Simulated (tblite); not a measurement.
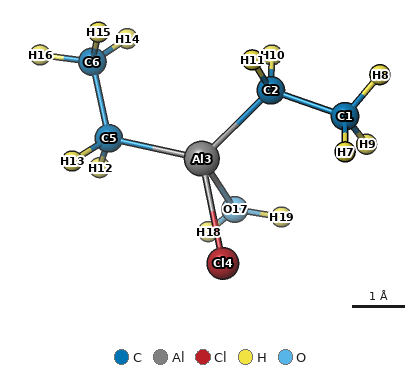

Fig. 1: The input geometry (ball-and-stick view, seen at a tilt; atoms are numbered from 1 in the order of the input). Sticks mark near contacts. Bond lengths as drawn: Al–C 1.94 to 1.97 Å, Al–Cl 2.12 Å, Al–O 1.96 Å, C–C 1.55 to 1.56 Å, C–H 1.09 to 1.11 Å and H–O 0.96 to 0.97 Å.

**Geometry relaxation, with input and output: C₄H₁₂AlClO**

- system: C₄H₁₂AlClO, SMILES C[CH2][Al-]([OH2+])([Cl])[CH2]C
- method: GFN2-xTB geometry optimisation, gas phase (tblite 0.8.0)

**The program's output**
```
step      E/eV     max force
  0    -662.78133    5.242
  1    -663.44273    3.032
  2    -664.07082    1.529
  3    -664.26840    0.796
  4    -664.34589    0.514
  5    -664.36888    0.421
  6    -664.37955    0.355
  7    -664.39302    0.315
  8    -664.40677    0.274
  9    -664.41626    0.225
 10    -664.42154    0.163
 11    -664.42508    0.134
 12    -664.42911    0.156
 13    -664.43295    0.145
 14    -664.43593    0.136
 15    -664.43868    0.198
 16    -664.44213    0.224
 17    -664.44635    0.183
 18    -664.44984    0.118
 19    -664.45154    0.074
 20    -664.45243    0.056
 21    -664.45319    0.050
 22    -664.45397    0.068
 23    -664.45473    0.078
 24    -664.45544    0.061
 25    -664.45612    0.065
 26    -664.45673    0.060
 27    -664.45734    0.056
 28    -664.45807    0.066
 29    -664.45902    0.062
 30    -664.46014    0.094
 31    -664.46122    0.100
 32    -664.46222    0.077
 33    -664.46322    0.059
 34    -664.46422    0.058
 35    -664.46504    0.074
 36    -664.46516    0.172
 37    -664.46596    0.050
 38    -664.46628    0.032
 39    -664.46690    0.033
 40    -664.46710    0.033
 41    -664.46731    0.028
 42    -664.46749    0.029
 43    -664.46777    0.032
 44    -664.46813    0.045
 45    -664.46864    0.054
 46    -664.46926    0.058
 47    -664.46991    0.054
 48    -664.47044    0.053
 49    -664.47080    0.038
 50    -664.47109    0.041
 51    -664.47144    0.042
 52    -664.47191    0.072
 53    -664.47247    0.097
 54    -664.47303    0.096
 55    -664.47358    0.073
 56    -664.47413    0.068
 57    -664.47482    0.075
 58    -664.47526    0.069
 59    -664.47568    0.049
 60    -664.47604    0.072
 61    -664.47647    0.080
 62    -664.47691    0.080
 63    -664.47740    0.054
 64    -664.47775    0.049
 65    -664.47813    0.072
 66    -664.47852    0.079
 67    -664.47893    0.059
 68    -664.47922    0.043
 69    -664.47946    0.038
 70    -664.47966    0.047
 71    -664.47995    0.039
 72    -664.48024    0.029
 73    -664.48066    0.039
 74    -664.48102    0.032
 75    -664.48137    0.057
 76    -664.48170    0.040
 77    -664.48204    0.045
 78    -664.48235    0.035
 79    -664.48256    0.027
 80    -664.48267    0.023
 81    -664.48284    0.025
 82    -664.48304    0.035
 83    -664.48329    0.040
 84    -664.48355    0.037
 85    -664.48377    0.027
 86    -664.48391    0.020
 87    -664.48402    0.025
 88    -664.48411    0.029
 89    -664.48422    0.035
 90    -664.48436    0.035
 91    -664.48451    0.030
 92    -664.48464    0.026
 93    -664.48476    0.024
 94    -664.48490    0.028
 95    -664.48512    0.040
 96    -664.48541    0.048
 97    -664.48572    0.046
 98    -664.48599    0.037
 99    -664.48627    0.035
100    -664.48663    0.050
101    -664.48706    0.087
102    -664.48643    0.202
103    -664.48755    0.076
104    -664.48768    0.059
105    -664.48783    0.028
106    -664.48785    0.023
107    -664.48790    0.015
108    -664.48797    0.019
109    -664.48804    0.021
110    -664.48811    0.018
111    -664.48818    0.019
112    -664.48825    0.017
113    -664.48831    0.018
114    -664.48836    0.016
115    -664.48840    0.012
116    -664.48843    0.015
117    -664.48848    0.021
118    -664.48857    0.028
119    -664.48872    0.038
120    -664.48890    0.037
121    -664.48906    0.026
122    -664.48917    0.023
123    -664.48928    0.025
124    -664.48941    0.028
125    -664.48952    0.024
126    -664.48961    0.024
127    -664.48968    0.022
128    -664.48977    0.020
129    -664.48987    0.026
130    -664.48996    0.022
131    -664.49003    0.019
132    -664.49007    0.014
133    -664.49011    0.011
134    -664.49015    0.016
135    -664.49020    0.017
136    -664.49026    0.023
137    -664.49034    0.018
138    -664.49042    0.018
139    -664.49050    0.020
140    -664.49058    0.027
141    -664.49067    0.025
142    -664.49074    0.020
143    -664.49079    0.014
144    -664.49081    0.013
145    -664.49083    0.012
146    -664.49085    0.011
147    -664.49089    0.015
148    -664.49092    0.015
149    -664.49096    0.018
150    -664.49101    0.018
151    -664.49107    0.018
152    -664.49114    0.026
153    -664.49121    0.025
154    -664.49128    0.018
155    -664.49132    0.015
156    -664.49134    0.011
157    -664.49136    0.011
158    -664.49138    0.013
159    -664.49140    0.019
160    -664.49142    0.012
161    -664.49149    0.019
162    -664.49154    0.019
163    -664.49163    0.026
164    -664.49174    0.034
165    -664.49185    0.037
166    -664.49199    0.033
167    -664.49211    0.034
168    -664.49227    0.032
169    -664.49241    0.034
170    -664.49251    0.026
171    -664.49260    0.032
172    -664.49266    0.055
173    -664.49272    0.032
174    -664.49278    0.031
175    -664.49283    0.022
176    -664.49290    0.025
177    -664.49302    0.024
178    -664.49308    0.017
179    -664.49315    0.016
180    -664.49323    0.025
181    -664.49331    0.032
182    -664.49340    0.031
183    -664.49349    0.020
184    -664.49356    0.036
185    -664.49363    0.022
186    -664.49373    0.038
187    -664.49388    0.039
188    -664.49410    0.026
189    -664.49424    0.026
190    -664.49445    0.033
191    -664.49464    0.031
192    -664.49481    0.025
193    -664.49493    0.029
194    -664.49503    0.031
195    -664.49511    0.025
196    -664.49517    0.021
197    -664.49523    0.018
198    -664.49527    0.026
199    -664.49532    0.030
200    -664.49538    0.021
201    -664.49542    0.013
202    -664.49548    0.011
203    -664.49551    0.011
204    -664.49553    0.011
205    -664.49555    0.013
206    -664.49556    0.011
207    -664.49559    0.012
208    -664.49561    0.012
209    -664.49565    0.012
210    -664.49569    0.015
211    -664.49575    0.018
212    -664.49582    0.023
213    -664.49589    0.035
214    -664.49596    0.038
215    -664.49606    0.039
216    -664.49623    0.043
217    -664.49634    0.035
218    -664.49648    0.045
219    -664.49663    0.026
220    -664.49681    0.043
221    -664.49709    0.032
222    -664.49742    0.033
223    -664.49762    0.030
224    -664.49770    0.063
225    -664.49782    0.018
226    -664.49789    0.018
227    -664.49795    0.016
228    -664.49799    0.015
229    -664.49802    0.015
230    -664.49805    0.010
```

**Trajectory as extended XYZ (Å, eV, eV/Å), 5 of the 231 frames kept, from step=0 to step=230**
```
19
Properties=species:S:1:pos:R:3:forces:R:3 step=0 energy=-662.78133
C     2.6700   -0.5809    0.7057   -0.3080   0.2900   0.1980
C     1.3564   -0.3624   -0.1098    0.8100  -0.7220   0.1530
Al   -0.1252    0.4961    0.7992   -0.2500   0.5250   1.5410
Cl    0.1985    1.4483    2.6689    1.6940   4.7990   0.0400
C    -1.9534    0.6393    0.0767   -0.2260   0.3220  -0.4070
C    -2.1812   -0.0106   -1.3098    0.2640  -0.0410   0.0150
H     3.0539    0.3822    1.0839   -0.2360  -0.3690  -0.1630
H     3.4575   -1.0337    0.1085   -0.0280  -0.0600  -0.1230
H     2.5015   -1.2289    1.5861   -0.0170   0.2850  -0.4460
H     0.9840   -1.3399   -0.4723    0.2870   0.1790  -0.0430
H     1.5627    0.2191   -1.0070    0.3150  -0.0390  -0.2640
H    -2.6605    0.2244    0.8141   -0.1090  -0.0070  -0.2400
H    -2.2120    1.7224    0.0425   -0.0890  -0.4140  -0.2210
H    -1.9610   -1.0941   -1.2898   -0.1000   0.5460   0.0940
H    -1.5193    0.4370   -2.0734   -0.2970  -0.1630   0.4280
H    -3.2118    0.1183   -1.6379   -0.0120  -0.0100  -0.0390
O    -0.5278   -0.6201    2.3576   -1.7490  -4.9360  -0.2290
H    -1.3767   -0.7533    2.7969   -0.3350  -0.0160  -0.2000
H     0.0822   -1.1800    2.8483    0.3870  -0.1680  -0.0950
19
Properties=species:S:1:pos:R:3:forces:R:3 step=58 energy=-664.47526
C     2.6125   -0.5763    0.7395    0.0100   0.0040   0.0160
C     1.2902   -0.3632   -0.0180    0.0330  -0.0120  -0.0190
Al   -0.2069    0.5825    0.9705    0.0450  -0.0010   0.0520
Cl    0.3766    1.9789    2.3793   -0.0380  -0.0210  -0.0290
C    -2.0135    0.7644    0.1034   -0.0040   0.0080  -0.0050
C    -2.1155   -0.0380   -1.2018    0.0030  -0.0040   0.0000
H     2.9527    0.3604    1.1774    0.0210   0.0060  -0.0010
H     3.3960   -0.9436    0.0738   -0.0190   0.0040   0.0210
H     2.5044   -1.2982    1.5507   -0.0230  -0.0050  -0.0080
H     0.9572   -1.3338   -0.4087    0.0030  -0.0120  -0.0240
H     1.5353    0.2142   -0.9192   -0.0250   0.0240  -0.0200
H    -2.8328    0.4464    0.7661   -0.0120   0.0090  -0.0100
H    -2.2442    1.8136   -0.1260    0.0080   0.0100  -0.0080
H    -1.9462   -1.0974   -1.0183   -0.0060   0.0040   0.0170
H    -1.3588    0.2958   -1.9087   -0.0100  -0.0030  -0.0100
H    -3.0945    0.0757   -1.6703    0.0090  -0.0030   0.0090
O    -0.5909   -0.9620    2.1782    0.0030  -0.0220   0.0530
H    -1.2913   -1.0295    2.8360    0.0110   0.0040  -0.0110
H     0.2074   -1.4069    2.4846   -0.0110   0.0100  -0.0230
19
Properties=species:S:1:pos:R:3:forces:R:3 step=115 energy=-664.48840
C     2.5991   -0.5928    0.7733    0.0000  -0.0010   0.0010
C     1.3257   -0.2434   -0.0164   -0.0040   0.0040  -0.0020
Al   -0.2102    0.6244    0.9883    0.0030   0.0050  -0.0060
Cl    0.2289    2.0027    2.4577    0.0090  -0.0070  -0.0020
C    -1.9777    0.8258    0.0492    0.0010   0.0050   0.0010
C    -2.1740   -0.1461   -1.1222    0.0000   0.0000   0.0010
H     2.9742    0.2819    1.3016   -0.0080   0.0060   0.0040
H     3.3883   -0.9512    0.1109    0.0100  -0.0010   0.0030
H     2.4144   -1.3722    1.5153    0.0020  -0.0060   0.0000
H     0.9898   -1.1476   -0.5428   -0.0010   0.0050  -0.0060
H     1.6275    0.4354   -0.8260    0.0060   0.0000  -0.0040
H    -2.8317    0.7170    0.7348   -0.0030   0.0040  -0.0080
H    -2.0770    1.8479   -0.3425   -0.0050   0.0020   0.0030
H    -2.1576   -1.1781   -0.7758    0.0030   0.0000   0.0060
H    -1.3731   -0.0293   -1.8489   -0.0020  -0.0020  -0.0010
H    -3.1230    0.0263   -1.6316   -0.0050  -0.0050   0.0000
O    -0.5572   -0.9767    2.1143   -0.0020  -0.0060   0.0100
H    -1.1259   -1.0672    2.8860    0.0020  -0.0040  -0.0050
H     0.1970   -1.5737    2.1634   -0.0070   0.0020   0.0060
19
Properties=species:S:1:pos:R:3:forces:R:3 step=172 energy=-664.49266
C     2.5865   -0.6378    0.8031    0.0040  -0.0020   0.0070
C     1.3935   -0.1591   -0.0443   -0.0080   0.0010  -0.0090
Al   -0.1852    0.6526    0.9407   -0.0050  -0.0150  -0.0150
Cl    0.2621    1.9984    2.4372    0.0080   0.0160   0.0120
C    -1.9557    0.8603    0.0092   -0.0010  -0.0030   0.0050
C    -2.2503   -0.2239   -1.0363    0.0070  -0.0050  -0.0040
H     2.8698    0.1203    1.5326   -0.0090  -0.0040   0.0020
H     3.4574   -0.8435    0.1794    0.0020  -0.0070  -0.0020
H     2.3522   -1.5563    1.3459   -0.0080   0.0060  -0.0010
H     1.0913   -0.9804   -0.7070    0.0040   0.0060   0.0000
H     1.7776    0.6082   -0.7321   -0.0030  -0.0040   0.0060
H    -2.7901    0.8826    0.7268   -0.0060   0.0010   0.0050
H    -2.0103    1.8357   -0.4938   -0.0070   0.0020   0.0060
H    -2.2341   -1.2141   -0.5830   -0.0040   0.0040  -0.0050
H    -1.4961   -0.2074   -1.8197    0.0020  -0.0050  -0.0010
H    -3.2266   -0.0790   -1.5012    0.0040   0.0020  -0.0020
O    -0.5552   -0.9700    2.0282   -0.0150  -0.0050   0.0270
H    -1.1960   -1.1183    2.7329    0.0400   0.0060  -0.0380
H     0.2471   -1.4852    2.1700   -0.0050   0.0050   0.0070
19
Properties=species:S:1:pos:R:3:forces:R:3 step=230 energy=-664.49805
C     2.4958   -0.7442    0.8162    0.0000   0.0000   0.0020
C     1.4039   -0.0959   -0.0568    0.0040  -0.0050  -0.0040
Al   -0.1988    0.6954    0.9132    0.0050   0.0030  -0.0020
Cl    0.2513    2.1243    2.3334    0.0010  -0.0020   0.0010
C    -1.9928    0.8209    0.0145    0.0000  -0.0010   0.0000
C    -2.2479   -0.2457   -1.0595    0.0010   0.0010   0.0010
H     2.7352   -0.1111    1.6712    0.0030   0.0010   0.0060
H     3.4152   -0.8980    0.2498   -0.0040  -0.0060   0.0030
H     2.1818   -1.7230    1.1883    0.0020   0.0040  -0.0010
H     1.1191   -0.8166   -0.8325   -0.0090   0.0010  -0.0040
H     1.8857    0.7191   -0.6157   -0.0030   0.0060  -0.0010
H    -2.8188    0.7822    0.7412    0.0040   0.0020  -0.0040
H    -2.0995    1.8078   -0.4584   -0.0040  -0.0040   0.0020
H    -2.2126   -1.2447   -0.6281   -0.0020   0.0000   0.0020
H    -1.4861   -0.1945   -1.8340    0.0010   0.0070  -0.0010
H    -3.2222   -0.1126   -1.5321    0.0030  -0.0070   0.0040
O    -0.4467   -0.8860    2.0764    0.0020   0.0010  -0.0020
H    -1.0348   -1.0772    2.8140   -0.0020  -0.0010   0.0000
H     0.4099   -1.3172    2.1875   -0.0030   0.0000  -0.0010
```

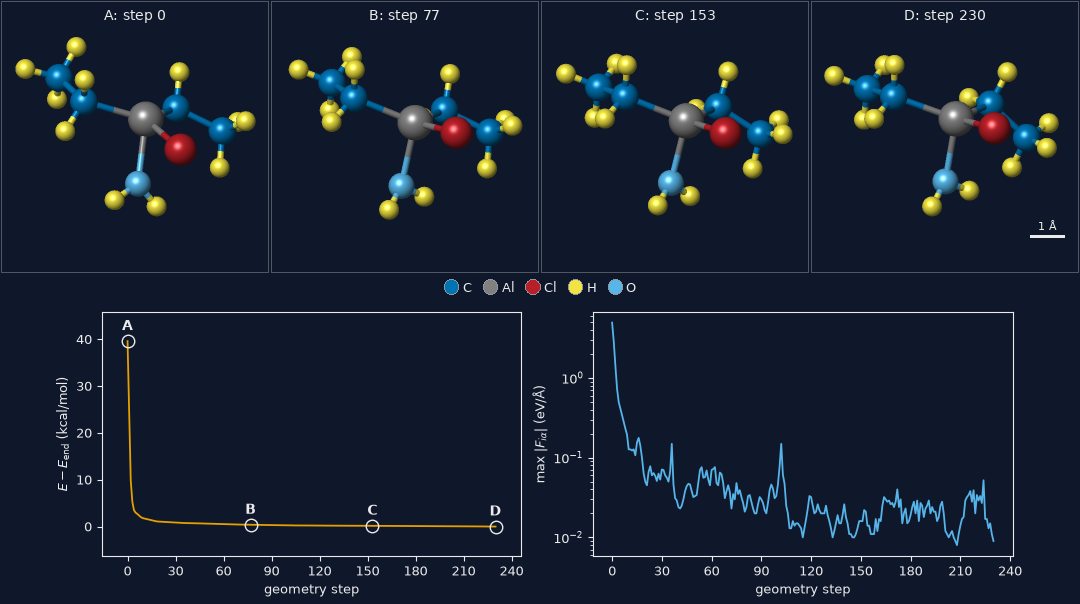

Fig. 2: Frames of the relaxation (ball-and-stick view, seen at a tilt) above the curves, on which the letters mark them (steps are counted from 0).

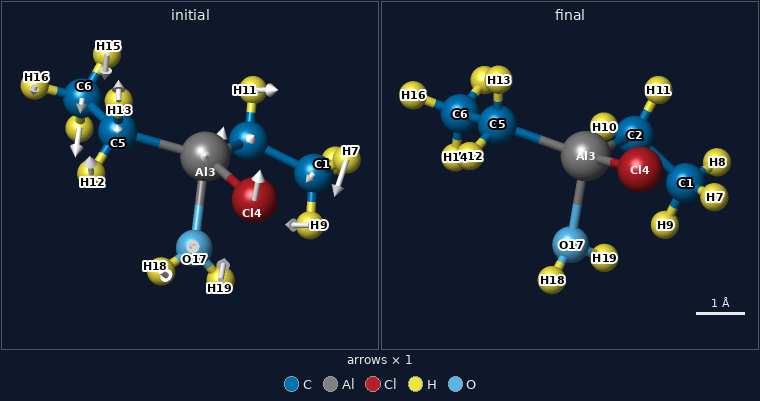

Fig. 3: Before (left) and after (right) the relaxation, at one scale (ball-and-stick view, seen at a tilt). The white arrows give the displacements, at true length. The largest move after the best rigid fit is that of H7, 0.84 Å. By element the largest moves are H 0.84 Å, Cl 0.73 Å, O 0.41 Å, C 0.34 Å, Al 0.24 Å. Among the contacts that change: C2–Al3 1.939 → 2.034 Å, Al3–Cl4 2.123 → 2.064 Å, Al3–C5 1.971 → 2.010 Å, C1–C2 1.562 → 1.541 Å. Among the angles that change: Cl4–Al3–O17 65.6° → 100.1°, Al3–O17–H19 127.4° → 108.3°, C2–Al3–O17 106.1° → 93.9°. After 230 geometry steps the energy has fallen by 39.6 kcal/mol. The largest force component goes from 4.9 to 0.009 eV/Å. (Atoms are counted from 1 in the order of the input.)

The run was set up as follows.

**Input**
```
{"job": {"kind": "relax", "xc": "GFN2-xTB", "basis": "xTB"}, "charge": 0, "multiplicity": 1}
C      2.670000    -0.580900     0.705700
C      1.356400    -0.362400    -0.109800
Al    -0.125200     0.496100     0.799200
Cl     0.198500     1.448300     2.668900
C     -1.953400     0.639300     0.076700
C     -2.181200    -0.010600    -1.309800
H      3.053900     0.382200     1.083900
H      3.457500    -1.033700     0.108500
H      2.501500    -1.228900     1.586100
H      0.984000    -1.339900    -0.472300
H      1.562700     0.219100    -1.007000
H     -2.660500     0.224400     0.814100
H     -2.212000     1.722400     0.042500
H     -1.961000    -1.094100    -1.289800
H     -1.519300     0.437000    -2.073400
H     -3.211800     0.118300    -1.637900
O     -0.527800    -0.620100     2.357600
H     -1.376700    -0.753300     2.796900
H      0.082200    -1.180000     2.848300
```

The first line tells a small driver script what to run in tblite; the rest is the geometry in Å.

Command:
```bash
OMP_NUM_THREADS=1 python <driver script> task.json out
```

**Summary**

```csv
quantity,value
outcome,converged
total energy,−664.4981 eV
hardware,"1 CPU thread, shared host"
wall time,3.2 s
peak memory,0.36 GiB
```
